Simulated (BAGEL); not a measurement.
**C3H2ClF (SMILES FC1=CC1Cl) at B3LYP/def2-SVP (density fitting with qzvpp-jkfit)**

Aim: the energy change on altering one bond length of C3H2ClF at B3LYP/def2-SVP (density fitting with qzvpp-jkfit), from 2 runs. 

The results are computed with BAGEL 1.2.2.

## (1) The molecule

C3H2ClF: 7 atoms, total charge 0, spin state singlet. As SMILES, `FC1=CC1Cl`. Geometry: relaxed at PBE0-D4/def2-TZVP.

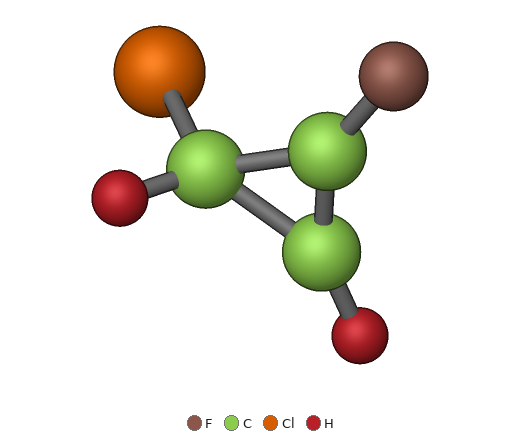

Viewed from a chosen angle; fluorine brown, carbon green, chlorine orange, hydrogen red.

## (2) The energy at B3LYP/def2-SVP (density fitting with qzvpp-jkfit)

The input, input.json:

```json
{ "bagel": [

{
  "title": "molecule",
  "basis": "svp",
  "df_basis": "qzvpp-jkfit",
  "angstrom": "true",
  "geometry": [
    { "atom": "F", "xyz": [    0.416000,   -2.094500,   -0.334400 ] },
    { "atom": "C", "xyz": [    0.254800,   -0.851400,    0.006900 ] },
    { "atom": "C", "xyz": [    0.154700,    0.033300,    0.937200 ] },
    { "atom": "C", "xyz": [    0.000700,    0.474100,   -0.491600 ] },
    { "atom": "Cl", "xyz": [   -1.623600,    0.912000,   -1.122900 ] },
    { "atom": "H", "xyz": [    0.123900,    0.365700,    1.959300 ] },
    { "atom": "H", "xyz": [    0.734800,    1.092800,   -1.000200 ] }
  ]
},
{ "title": "ks", "xc_func": "b3lyp" },
{ "title": "print", "file": "orbitals.molden", "orbitals": "true" }

]}
```

On the command line:

```bash
BAGEL_NUM_THREADS=1 BAGEL input.json > input.out
```

The program printed:

```text
* using 1 threads per process

  ===============================================================
  ===============================================================

  *** Geometry ***

  { "atom" : "F", "xyz" : [      0.786126,     -3.958031,     -0.631924 ] },
  { "atom" : "C", "xyz" : [      0.481502,     -1.608913,      0.013039 ] },
  { "atom" : "C", "xyz" : [      0.292341,      0.062928,      1.771051 ] },
  { "atom" : "C", "xyz" : [      0.001323,      0.895919,     -0.928989 ] },
  { "atom" : "Cl", "xyz" : [     -3.068159,      1.723430,     -2.121973 ] },
  { "atom" : "H", "xyz" : [      0.234137,      0.691073,      3.702540 ] },
  { "atom" : "H", "xyz" : [      1.388571,      2.065093,     -1.890104 ] },

  Number of auxiliary basis functions:      466

  Since a DF basis is specified, we compute 2- and 3-index integrals:
    o Being stored without compression. Storage requirement is 0.026 GB

  Number of basis functions:       84
  Number of electrons      :       46

    * METHOD: MOLECULE                             0.17

  *** Kohn-Sham DFT ***

    * Removing 13258 points whose weight is below 1.00e-10
    * Grid points: 91084

  === Nuclear Repulsion ===
   195.7062309754

       - DIIS with orbital gradients will be used.

  === KS iteration (b3lyp / svp) ===
      0       -648.74554864          0.12825468           0.26
      1       -607.45521420          0.21617941           0.25
      2       -632.58079701          0.19092122           0.26
      3       -652.59479995          0.17338852           0.26
      4       -670.62175147          0.08134270           0.26
      5       -674.50639311          0.03743008           0.26
      6       -674.94447426          0.02215483           0.27
      7       -675.14660943          0.00538558           0.27
      8       -675.15629010          0.00266092           0.27
      9       -675.16009374          0.00066849           0.27
     10       -675.16036695          0.00019778           0.27
     11       -675.16037980          0.00009330           0.27
     12       -675.16038462          0.00001644           0.28
     13       -675.16038478          0.00000450           0.28
     14       -675.16038479          0.00000195           0.28
     15       -675.16038479          0.00000056           0.26
     16       -675.16038479          0.00000026           0.26
     17       -675.16038479          0.00000008           0.26
     18       -675.16038479          0.00000003           0.26
     19       -675.16038479          0.00000000           0.27
    * SCF iteration converged.

    * Permanent dipole moment:
           (   -0.609477,    -0.030822,    -0.565420) a.u.

    * METHOD: KS                                   5.68

    * METHOD: PRINT                                0.01

  ===============================================================
```

It took 6 s on 1 thread of Arm Neoverse V2, shared host; peak memory 0.38 GiB.

## (3) The distorted shape

The input, calc.json:

```json
{ "bagel" : [

{
  "title" : "molecule",
  "basis" : "svp",
  "df_basis" : "qzvpp-jkfit",
  "angstrom" : true,
  "geometry" : [
    { "atom" : "F", "xyz" : [    0.195757,   -2.280121,   -0.181811 ] },
    { "atom" : "C", "xyz" : [    0.034557,   -1.037021,    0.159489 ] },
    { "atom" : "C", "xyz" : [   -0.065543,   -0.152321,    1.089789 ] },
    { "atom" : "C", "xyz" : [   -0.219543,    0.288479,   -0.339011 ] },
    { "atom" : "Cl", "xyz" : [   -1.843843,    0.726379,   -0.970311 ] },
    { "atom" : "H", "xyz" : [   -0.096343,    0.180079,    2.111889 ] },
    { "atom" : "H", "xyz" : [    0.734800,    1.092800,   -1.000200 ] }
  ]
},
{ "title" : "ks", "xc_func" : "b3lyp" },
{ "title" : "print", "file" : "orbitals.molden", "orbitals" : true }

]}
```

On the command line:

```bash
BAGEL_NUM_THREADS=1 BAGEL calc.json > calc.out
```

The program printed:

```text
* using 1 threads per process

  ===============================================================
  ===============================================================

  *** Geometry ***

  { "atom" : "F", "xyz" : [      0.369927,     -4.308804,     -0.343573 ] },
  { "atom" : "C", "xyz" : [      0.065303,     -1.959686,      0.301391 ] },
  { "atom" : "C", "xyz" : [     -0.123858,     -0.287845,      2.059403 ] },
  { "atom" : "C", "xyz" : [     -0.414876,      0.545146,     -0.640638 ] },
  { "atom" : "Cl", "xyz" : [     -3.484358,      1.372657,     -1.833622 ] },
  { "atom" : "H", "xyz" : [     -0.182062,      0.340300,      3.990892 ] },
  { "atom" : "H", "xyz" : [      1.388571,      2.065093,     -1.890104 ] },

  Number of auxiliary basis functions:      466

  Since a DF basis is specified, we compute 2- and 3-index integrals:
    o Being stored without compression. Storage requirement is 0.026 GB

  Number of basis functions:       84
  Number of electrons      :       46

    * METHOD: MOLECULE                             0.17

  *** Kohn-Sham DFT ***

    * Removing 12926 points whose weight is below 1.00e-10
    * Grid points: 91416

  === Nuclear Repulsion ===
   194.2658691929

       - DIIS with orbital gradients will be used.

  === KS iteration (b3lyp / svp) ===
      0       -648.79352845          0.12748447           0.27
      1       -607.29361602          0.21235234           0.26
      2       -633.65915297          0.18433715           0.26
      3       -652.84307224          0.16943501           0.26
      4       -670.48608493          0.07687647           0.26
      5       -673.86341235          0.04996344           0.26
      6       -674.89263349          0.02293689           0.26
      7       -675.09906685          0.00759716           0.26
      8       -675.11881113          0.00351316           0.26
      9       -675.12609446          0.00079623           0.27
     10       -675.12638365          0.00039175           0.26
     11       -675.12651808          0.00006064           0.26
     12       -675.12652017          0.00002879           0.26
     13       -675.12652048          0.00000955           0.26
     14       -675.12652052          0.00000342           0.26
     15       -675.12652052          0.00000259           0.26
     16       -675.12652053          0.00000053           0.26
     17       -675.12652053          0.00000030           0.27
     18       -675.12652053          0.00000004           0.27
     19       -675.12652053          0.00000004           0.27
     20       -675.12652053          0.00000001           0.27
    * SCF iteration converged.

    * Permanent dipole moment:
           (   -0.506255,     0.043135,    -0.635812) a.u.

    * METHOD: KS                                   5.89

    * METHOD: PRINT                                0.01

  ===============================================================
```

Wall time 6.3 s (1 thread of Arm Neoverse V2, shared host); peak memory 0.38 GiB.

## (4) What came out

At B3LYP/def2-SVP (density fitting with qzvpp-jkfit):

```
                                                         quantity          value
                                        first shape: total energy  -675.16038 Eh
                                       first shape: dipole moment         2.11 D
                                         first shape: HOMO energy       -7.63 eV
                                         first shape: LUMO energy       -0.14 eV
                                       first shape: HOMO–LUMO gap        7.49 eV
                                    distorted shape: total energy  -675.12652 Eh
                                   distorted shape: dipole moment         2.07 D
                                     distorted shape: HOMO energy       -7.66 eV
                                     distorted shape: LUMO energy       -0.24 eV
                                   distorted shape: HOMO–LUMO gap        7.42 eV
energy change with the C4–H7 bond stretched from 1.086 to 1.412 Å       0.921 eV
```

**Reading.** With the C4–H7 bond stretched from 1.086 to 1.412 Å the energy rises by 0.92 eV (88.9 kJ/mol). The first shape isn't relaxed at this level, so the change isn't measured from a minimum.
